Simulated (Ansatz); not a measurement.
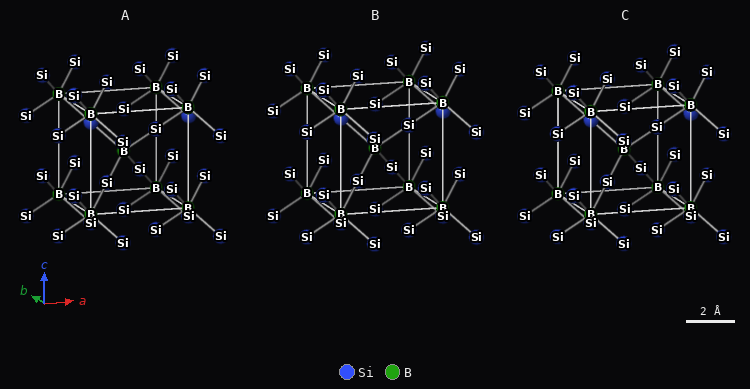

3 geometries from one relaxation of crystalline Si₂B (built on the cuprite_224 type) (coarse preliminary run), in shuffled order. The picture is a ball-and-stick view of the cell of the calculation, seen slightly off an axis.

Case: cuprite type (Pn-3m, No. 224).

These are results of Ansatz, DFT r2SCAN, scalar-relativistic, plane waves, PAW, not measurements. Set-up: plane-wave cutoff 500 eV; k-point mesh 4 × 4 × 4; occupations gaussian; smearing width 0.1 eV; no spin polarisation; cell and atoms relaxed; force threshold 0.04 eV/Å; at most 70 steps.

**Put them in the order of the run, from the start to the converged end.**

A, C, B. They are steps 0, 1, 4, at +88.5 meV per atom, +18.2 meV per atom relative to the last. No atom moves by more than 0.005 Å relative to the cell. Cell: a = b = c 4.343 → 4.540 Å (+4.5 %). Volume +14.2 %. Some distances before and after: B–Si 1.881 → 1.966 Å. The space group stays Pn-3m (No. 224). After 3 accepted moves (4 points after the start) the energy has fallen by 88.5 meV per atom. All forces vanish by symmetry, so only the cell relaxes. The pressure goes from 16.19 to 0.03 GPa. At 1 point the geometry stayed and the basis and grid were re-selected for the new cell (energy shift of 0.1 meV per atom at most each time).
